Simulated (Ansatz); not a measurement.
# A failed many-body run on LaVO4 (P2_1/c)

A first try at the G0W0 gap of LaVO4 (P2_1/c), what the program said, and an input that works.

Method: G0W0 on r2SCAN, plane waves, PAW, in Ansatz 0.2.0.

## (1) The structure

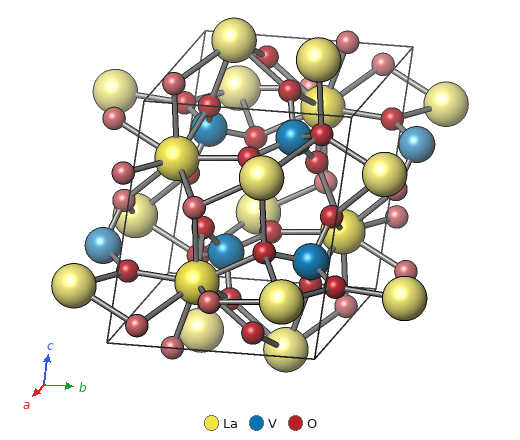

Start, viewed slightly off an axis; lanthanum yellow, vanadium blue, oxygen red. Some periodic images of atoms are drawn too.

The cell and positions come from the Crystallography Open Database and are kept as given unless a step says otherwise. Spin-orbit coupling is left out unless a step names it. The default PAW set here is soft_2. Its files were made with PBE.

## (2) First try

Input file input.yaml:

```yaml
crystal:
  lattice:
    - [6.725, 0.0, 0.0]
    - [0.0, 7.2827, 0.0]
    - [-4.9123006198, 0.0, 6.8121466218]
  atoms:
    - { symbol: La, position: [0.827399, 0.157198, 0.723776] }
    - { symbol: La, position: [0.172601, 0.657198, 0.776224] }
    - { symbol: La, position: [0.172601, 0.842802, 0.276224] }
    - { symbol: La, position: [0.827399, 0.342802, 0.223776] }
    - { symbol: V, position: [0.31429, 0.16481, 0.69917] }
    - { symbol: V, position: [0.68571, 0.66481, 0.80083] }
    - { symbol: V, position: [0.68571, 0.83519, 0.30083] }
    - { symbol: V, position: [0.31429, 0.33519, 0.19917] }
    - { symbol: O, position: [0.8171, 0.4979, 0.7446] }
    - { symbol: O, position: [0.1829, 0.9979, 0.7554] }
    - { symbol: O, position: [0.1829, 0.5021, 0.2554] }
    - { symbol: O, position: [0.8171, 0.0021, 0.2446] }
    - { symbol: O, position: [0.6098, 0.2795, 0.3821] }
    - { symbol: O, position: [0.3902, 0.7795, 0.1179] }
    - { symbol: O, position: [0.3902, 0.7205, 0.6179] }
    - { symbol: O, position: [0.6098, 0.2205, 0.8821] }
    - { symbol: O, position: [0.6587, 0.895, 0.4829] }
    - { symbol: O, position: [0.3413, 0.395, 0.0171] }
    - { symbol: O, position: [0.3413, 0.105, 0.5171] }
    - { symbol: O, position: [0.6587, 0.605, 0.9829] }
    - { symbol: O, position: [0.8898, 0.8436, 0.8857] }
    - { symbol: O, position: [0.1102, 0.3436, 0.6143] }
    - { symbol: O, position: [0.1102, 0.1564, 0.1143] }
    - { symbol: O, position: [0.8898, 0.6564, 0.3857] }
kpoints:
  mp_grid: { grid: [1, 1, 1] }
hamiltonian:
  xc: r2scan
scf:
  occupations: { method: fixed }
gw:
  n_empty_bands: 352
  ecut_chi: 60
  qp_bands: [v4, c4]
  qp_kpoints: band_edges
  screening: { model: contour_deformation }
```

Launch:

```console
$ ansatz run input.yaml --threads 24 --pin off --max-ram 82944MiB --backend cuda --events-out ev --progress --plain --runs-dir out --devices 1 --max-vram 78GiB
```

Numbers of over 12 decimals in the logs are rounded to 6 here.

Output:

```text
GPUs: using 1 of 1 available (devices: 1).
Engine: ansatz 0.2.0, aarch64-unknown-linux-gnu
Pseudopotentials: kind: paw
Pseudopotential: La, paw, valence charge 11, recommended cutoff 500 eV (meta_gga), La.paw.azcp
Pseudopotential: V, paw, valence charge 13, recommended cutoff 500 eV (meta_gga), V.paw.azcp
Pseudopotential: O, paw, valence charge 6, recommended cutoff 500 eV (meta_gga), O.paw.azcp
Functional definition: r2SCAN
  parameter k0 = 0.174
  parameter k1 = 0.065
  parameter a1 = 4.9479
  exchange = r2scan_x(k0 = k0, k1 = k1, a1 = a1)
  correlation = r2scan_c
device memory: the entry about to start is reckoned to put 2.7 GiB on a device that reports 142.6 GiB free (of which the cap on the GPU budget leaves the run 78.0 GiB)
GPU FFT provider: cuFFT
GPU libraries: cuBLAS 13.8.1, cuFFT 12.4.0, cuSOLVER 12.3.2
GPU matrix products: emulated (plane waves: as basis.precision tells), large ones in fixed point in workspaces of 1.00 GiB
Crystal: 24 atoms, lattice volume = 333.633 Å³
Basis set: ecut = 500 eV, 8465 PW (Γ), exchange–correlation on 200×216×256 points (64 copies of the dense FFT grid, shifted against one another)
Bands: 120, of which v1, the nominal top of the filled ones, is band 96 counted from 1 (95 counted from 0)
Symmetry: 4 space group operations
Space group: P21/c (ITA 14), of the structure as read, at distance tolerance 6.9e-5 Å
k-points: 1
Non-local potential: La, projectors of the file, l = 0: 3, l = 1: 2, l = 2: 2, l = 3: 3
Non-local potential: V, projectors of the file, l = 0: 3, l = 1: 2, l = 2: 3, l = 3: 1
Non-local potential: O, projectors of the file, l = 0: 2, l = 1: 2, l = 2: 1
PAW form: soft (Blöchl's): semilocal exchange-correlation on the pseudo side does not see the compensation charge
PAW frozen core: La, regenerated for the run's functional (the file was generated under x = pbe(κ = 0.804, μ = 0.219515), c = pbe(β = 0.066725))
PAW frozen core: V, regenerated for the run's functional (the file was generated under x = pbe(κ = 0.804, μ = 0.219515), c = pbe(β = 0.066725))
PAW frozen core: O, regenerated for the run's functional (the file was generated under x = pbe(κ = 0.804, μ = 0.219515), c = pbe(β = 0.066725))
PAW one-centre angular grid: La, 974 points (default); XC on 160 Gauss nodes
PAW one-centre angular grid: V, 590 points (default); XC on 160 Gauss nodes
PAW one-centre angular grid: O, 302 points (default); XC on 160 Gauss nodes
Initial density: superposition of atomic densities (neutral atoms: chi_scale 0, normalization atom), corrected by the library's trained network
Initial wavefunctions: pseudopotential atomic-orbital guess
GPU buffer pool allocated for 172800 grid points (all kernels)
GPU transforms: local potential and band sums: pruned to the plane-wave sphere, on 50×54×64
Functional: x = r2scan, c = r2scan; τ floored in thin density (d = 2e-4 eV/Å³)
SCF iter   1: F=—  HF=-45860.752830 eV  |F-HF|=—  |Δ(HF+E_count)|=         —  Δρ=2.41e-2  dr2=2.29e0  dr2_τ=1.47e0  ethr=1.77e-3  ⟨swp⟩=4.0  Hψ=367  notcnv=0  defer=17
preconditioner: auto → Resta (q_TF=auto, 2.488 Å⁻¹)  ε∞=5.1  [insulator: Δε(μ)=4.531 eV  Ē_g=12.446 eV  n_scr=82 (ndim 8)  ℏωp=25.1 eV  f_vac=0.045  ε∞_Penn≈5.1]
SCF iter   2: F=—  HF=-45861.180118 eV  |F-HF|=—  |Δ(HF+E_count)|=   4.27e-1  Δρ=2.31e-2  dr2=1.86e0  dr2_τ=1.95e-1  ethr=1.19e-3  ⟨swp⟩=3.0  Hψ=244  notcnv=0  defer=19
SCF iter   3: F=—  HF=-45860.954964 eV  |F-HF|=—  |Δ(HF+E_count)|=   2.25e-1  Δρ=4.90e-3  dr2=6.69e-2  dr2_τ=3.35e-3  ethr=9.70e-4  ⟨swp⟩=3.0  Hψ=161  notcnv=0  defer=17
SCF iter   4: F=—  HF=-45860.945593 eV  |F-HF|=—  |Δ(HF+E_count)|=   9.37e-3  Δρ=2.12e-3  dr2=1.58e-2  dr2_τ=1.03e-3  ethr=3.48e-5  ⟨swp⟩=3.0  Hψ=193  notcnv=0  defer=22
SCF iter   5: F=—  HF=-45860.944062 eV  |F-HF|=—  |Δ(HF+E_count)|=   1.53e-3  Δρ=6.29e-4  dr2=1.22e-3  dr2_τ=1.46e-4  ethr=8.21e-6  ⟨swp⟩=2.0  Hψ=154  notcnv=0  defer=22
[...]
SCF 1 converged in 10 iterations: F = -45860.944012 eV  dr2 = 4.10e-8
[...]
device memory: the entry about to start is reckoned to put 2.7 GiB on a device that reports 142.6 GiB free (of which the cap on the GPU budget leaves the run 78.0 GiB)
NSCF: frozen V_eff on 1 k-points
[...]
device memory: the entry about to start is reckoned to put 1.5 GiB on a device that reports 142.6 GiB free (of which the cap on the GPU budget leaves the run 78.0 GiB)
NSCF: frozen V_eff on 1 k-points
G₀W₀ screening: q 1/1
G₀W₀ self-energy: k 1/1
device memory: the entry about to start is reckoned to put 1.0 GiB on a device that reports 142.5 GiB free (of which the cap on the GPU budget leaves the run 78.0 GiB)
NSCF: frozen V_eff on 1 k-points
device memory: the entry about to start is reckoned to put 1.0 GiB on a device that reports 142.5 GiB free (of which the cap on the GPU budget leaves the run 78.0 GiB)
NSCF: frozen V_eff on 1 k-points
device memory: the entry about to start is reckoned to put 1.0 GiB on a device that reports 142.5 GiB free (of which the cap on the GPU budget leaves the run 78.0 GiB)
NSCF: frozen V_eff on 1 k-points
device memory: the entry about to start is reckoned to put 1.0 GiB on a device that reports 142.5 GiB free (of which the cap on the GPU budget leaves the run 78.0 GiB)
NSCF: frozen V_eff on 1 k-points
device memory: the entry about to start is reckoned to put 1.0 GiB on a device that reports 142.5 GiB free (of which the cap on the GPU budget leaves the run 78.0 GiB)
NSCF: frozen V_eff on 1 k-points
device memory: the entry about to start is reckoned to put 1.0 GiB on a device that reports 142.5 GiB free (of which the cap on the GPU budget leaves the run 78.0 GiB)
NSCF: frozen V_eff on 1 k-points
device memory: the entry about to start is reckoned to put 1.0 GiB on a device that reports 142.5 GiB free (of which the cap on the GPU budget leaves the run 78.0 GiB)
NSCF: frozen V_eff on 1 k-points
device memory: the entry about to start is reckoned to put 1.0 GiB on a device that reports 142.5 GiB free (of which the cap on the GPU budget leaves the run 78.0 GiB)
NSCF: frozen V_eff on 1 k-points
device memory: the entry about to start is reckoned to put 1.0 GiB on a device that reports 142.5 GiB free (of which the cap on the GPU budget leaves the run 78.0 GiB)
NSCF: frozen V_eff on 1 k-points
SCF converged after 10 iterations
Free energy (F): -45860.944012 eV
Harris-Foulkes:  -45860.944012 eV  (|F-HF|=9.23e-9)
Internal energy: -45860.944012 eV  (E = F + TS)
E sigma→0 (E₀):  -45860.944012 eV
Fermi energy:    6.775736 eV
--- Per-component energies (eV) ---
  E_band       = -1439.842551
  E_kinetic    = 4929.221438
  E_local      = -13433.999553  (includes V_loc(G=0)·N_el)
  E_nonlocal   = 930.042078
  E_hartree    = 5330.423011
  E_xc         = -2213.530525
  E_vxc        = -3078.670373  (∫ρ·V_xc dr)
  E_paw        = -28782.727696  (= ΣΔE_a)
  E_vpaw       = -1641.094160  (= ΣTr[D̂ρ^β])
  E_aug_tail   = 0.017175  (compensation charges beyond the density's cutoff)
  E_vtau       = 193.795599  (kinetic-family band-sum trace: ∫τ·v_τ [+ j·A + Jᵃ·Aᵃ] dr)
  E_ewald      = -12619.089810
  E_core_change = -1.300129  (= ΣΔE_core)
  E_smearing   = -0.000000  (= −TS)
  E_closure    = -0.000000  (closes the sum)
  Σ components = -45860.944012   (vs F -45860.944012, Δ=0.00e0)
--- Band table (eV) ---
  k-point 0: bands = [... 92 lower, 6.6082, 6.6381, 6.6589, 6.7757, 10.8972, 11.0077, 11.0371, 11.0767, ... 20 higher]
--- G₀W₀: contour deformation, 6 samples at zero and on the imaginary axis and 0 off it, 1 q-point, 352 empty bands' worth ---
  eigenvalues of the whole cell's RPA ε∞ on this k-mesh (on a slab, of 1 + 4πα/V) = 3.7643, 3.7914, 4.6273; static W/v taken at q = 0 is 0.245499
  gw.qp_kpoints: band_edges: 1 of 1 stored k-point solved, in 1 pass; an edge of the gap read off the rows below is read off those points alone
    ik  band        ε_KS         Σx   Σc(E_QP)       V_xc       Z   E_QP_lin       E_QP  E_QP is
     0    93      6.6082   -25.7560     4.8036   -20.9466  0.7502     6.6024     6.6024  root
     0    94      6.6381   -25.6131     4.8190   -20.7875  0.7474     6.6315     6.6315  root
     0    95      6.6589   -25.5068     4.8016   -20.6829  0.7479     6.6366     6.6366  root
     0    96      6.7757   -25.8158     4.7499   -21.0988  0.7494     6.8086     6.8086  root
     0    97     10.8972   -15.9566    -5.8931   -23.9677  0.7469    13.0918    13.0152  root
     0    98     11.0077   -15.8858    -5.9996   -24.0055  0.7475    13.2047    13.1278  root
     0    99     11.0371   -15.9409    -6.0297   -24.0756  0.7454    13.2193    13.1421  root
     0   100     11.0767   -16.4571    -5.8516   -24.5014  0.7440    13.3543    13.2694  root
```

It took 3.5 s on 1 × NVIDIA GB200 (shared by 2 runs) with 24 threads of Arm Neoverse V2, shared host; peak memory 2.2 GiB; 17 s of CPU time.

**Diagnosis.**

The run ended normally, though the input holds a fault or crude settings.

The fault: one k-point. One point can't sample the density or the screening of a small cell, and the band edges may lie elsewhere in the zone.

It printed a gap of 6.21 eV, which is an artefact of the settings.

## (3) A better input

G0W0 replaces the xc potential by the self-energy, built once from these orbitals. Only a window of levels is corrected, while the sums run over the empty bands that the input names.

Edit input.yaml of step 2 so:

```diff
@@ -31,3 +31,3 @@
 kpoints:
-  mp_grid: { grid: [1, 1, 1] }
+  mp_grid: { grid: [2, 2, 2] }
 hamiltonian:
@@ -37,4 +37,4 @@
 gw:
-  n_empty_bands: 352
-  ecut_chi: 60
+  n_empty_bands: 462
+  ecut_chi: 72
   qp_bands: [v4, c4]
```

Output:

```text
GPUs: using 1 of 1 available (devices: 1).
[...]
Crystal: 24 atoms, lattice volume = 333.633 Å³
Basis set: ecut = 500 eV, 8465 PW (Γ), exchange–correlation on 200×216×256 points (64 copies of the dense FFT grid, shifted against one another)
Bands: 120, of which v1, the nominal top of the filled ones, is band 96 counted from 1 (95 counted from 0)
[... 1 set-up line as in the run before ...]
[...]
k-points: 8
[...]
SCF iter   1: F=—  HF=-45861.124810 eV  |F-HF|=—  |Δ(HF+E_count)|=         —  Δρ=2.32e-2  dr2=2.15e0  dr2_τ=1.44e0  ethr=1.77e-3  ⟨swp⟩=4.0  Hψ=2943  notcnv=0  defer=143
[...]
SCF iter   6: F=—  HF=-45861.328742 eV  |F-HF|=—  |Δ(HF+E_count)|=   3.95e-5  Δρ=3.01e-4  dr2=3.87e-4  dr2_τ=1.53e-5  ethr=6.58e-7  ⟨swp⟩=2.0  Hψ=1232  notcnv=0  defer=176
[...]
SCF 1 converged in 11 iterations: F = -45861.328708 eV  dr2 = 8.36e-9
[...]
SCF converged after 11 iterations
[...]
0   100     11.0579   -16.6198    -5.8265   -24.5159  0.7441    13.2006    13.1275  root
     1    93      6.5009   -25.4984     4.5216   -20.9561  0.7513     6.4802     6.4802  root
     1    94      6.5009   -25.4984     4.5216   -20.9561  0.7513     6.4802     6.4802  root
     1    95      6.7356   -25.4390     4.5218   -20.8789  0.7508     6.6973     6.6974  root
     1    96      6.7356   -25.4390     4.5218   -20.8789  0.7508     6.6973     6.6974  root
     1    97     10.8732   -16.0436    -5.8169   -23.8052  0.7483    12.8786    12.8179  root
     1    98     10.8732   -16.0436    -5.8169   -23.8052  0.7483    12.8786    12.8179  root
     1    99     11.0450   -16.4377    -5.8756   -24.3568  0.7467    13.1581    13.0885  root
[...]
7    97     10.9948   -16.3181    -5.7235   -24.0528  0.7475    13.0724    13.0059  root
     7    98     10.9948   -16.3181    -5.7235   -24.0528  0.7475    13.0724    13.0059  root
     7    99     11.0534   -16.3378    -5.6937   -24.0360  0.7486    13.1229    13.0579  root
     7   100     11.0534   -16.3378    -5.6937   -24.0360  0.7486    13.1229    13.0579  root
```

Run time: 11 s. Hardware: 1 × NVIDIA GB200 (shared by 2 runs) with 24 threads; peak memory 3.2 GiB.

Numbers from this step:

- bands summed: 558
- RPA ε∞ on this mesh (eigenvalues): 3.811, 3.841, 4.330
- plane waves in the screening matrix: 453
- q-points in the mesh: 8
- G0W0 gap on the mesh: 5.882 eV
- k of the valence top: -0.5, 0, 0
- k of the conduction bottom: -0.5, -0.5, 0
- starting gap on the mesh: 3.930 eV
- Z at the valence top: 0.7524
- Z at the conduction bottom: 0.7509
- least direct G0W0 gap on the computed points: 5.987 eV

The gap on the mesh goes from 3.93 eV to 5.88 eV, a correction of +1.95 eV. Between the two edge states, bare exchange in place of the xc potential would open the gap by 12.20 eV, and correlation takes back 10.25 eV.

## (4) Results

* first try: converged after 3.5 s
* better run: G0W0 gap on the mesh 5.88 eV (2×2×2 mesh, 462 empty bands, screening to 72 eV)

In words: The second run differs in: mesh, empty bands and screening cutoff (eV). Bands and cutoff are finite, so the gap is not at the basis limit. The miss can reach some tenths of an eV and take either sign; the mesh is an error of its own. The 2×2×2 mesh is coarse for this cell (its supercell is 13 Å along the shortest edge). The RPA ε∞ on it, from the r2SCAN start, is 3.81, 3.84 and 4.33; such meshes misread the long-range screening, most where the gap is narrow. Empty 4f levels lie among the conduction bands. Their place in the start is unsure; it enters the screening, and the edge itself where they lie low. The runs have no spin polarisation. For a closed low-spin shell that is the natural state; where a d or f shell is open it is a constraint, and the gap is then not the crystal's own. With d states at the gap, one-shot GW leans hard on its start. The many-body steps are scalar-relativistic: spin-orbit coupling is not in them.

[Paths, hosts, dates, memory and timing lines, banners, echoed tables and standing remarks are left out of the program output.]

[Logs are printed without paths, hosts, clocks, repeated set-up lines and the standing remarks that a program may print on its own settings, such as how far it seeks lower states.]

[Runs of the session that timed out or met a known fault of the program may be left out.]

[Cells called generated may have been cut or substituted from an entry of the Crystallography Open Database or the Materials Project.]

[Hosts, paths, dates, database ids (printed as entryN), source tags and the programs' standing remarks are cut or masked in the printed files.]
